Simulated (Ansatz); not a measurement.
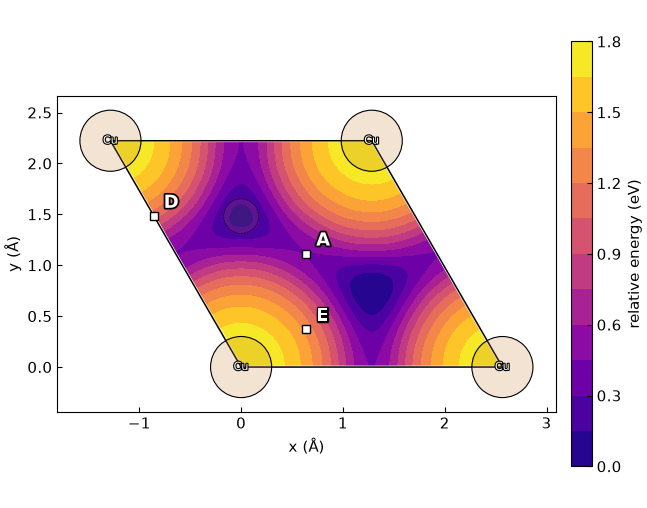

O on a Cu(111) slab cut from the Fm-3m phase, its upper half relaxed before the scan (12 atoms of substrate and one adsorbate in a 2 × 2 cell). 
- O is moved over the surface cell; relaxed at each place: the height of the adsorbate's atoms; substrate rigid; the origin of the map has the adsorbate above Cu9.
- Places are given modulo a cell vector. The map is drawn in real space over the plane of the surface.
- The scan uses a 6 × 6 grid; 10 points were computed and 26 follow by symmetry.
- Places are given in fractions of the 1 × 1 surface cell.
- Energies are in eV, from the lowest grid point.
- The runs have no spin polarisation; a magnetic state may lie lower.
- All numbers below come from DFT PBE, scalar-relativistic, plane waves, PAW (Ansatz). Settings: cutoff 420 eV, k-mesh 6×6×1, gaussian smearing 0.1 eV, no spin polarisation.

The picture shows filled contours, labelled circles for the atoms of the top layer and small ones for the second layer, the outline of one cell of the plane, lettered points. Between grid points the surface is interpolated.

Is E the lowest point of the computed grid?

No. E lies 1.28 eV above the lowest grid point, which is at a threefold hollow over a third-layer Cu atom, (4/6, 2/6) of the cell vectors.

Rank the lettered points by energy, lowest first.

A (0.44 eV), D (1.10 eV), E (1.28 eV).
